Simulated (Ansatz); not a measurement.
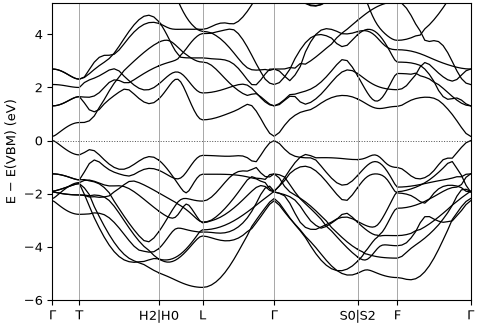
Fig. 1. Band structure from the program Ansatz at the PBE+D3(BJ) level (PAW)

Q: Read off the gap and where the band edges lie.

A: About 0.2 eV (0.16 eV by a search for the band edges); maximum at Γ, minimum at Γ.

The material is Bi2Se3 in space group R-3m (No. 166; Bi on 6c, Se on 3a, Se on 6c).

The PBE+D3(BJ) relaxation kept the symmetry of its start. Scalar-relativistic: spin–orbit coupling is off unless named, which matters more the heavier the elements.

Potentials: the earlier of the program's two PAW sets.
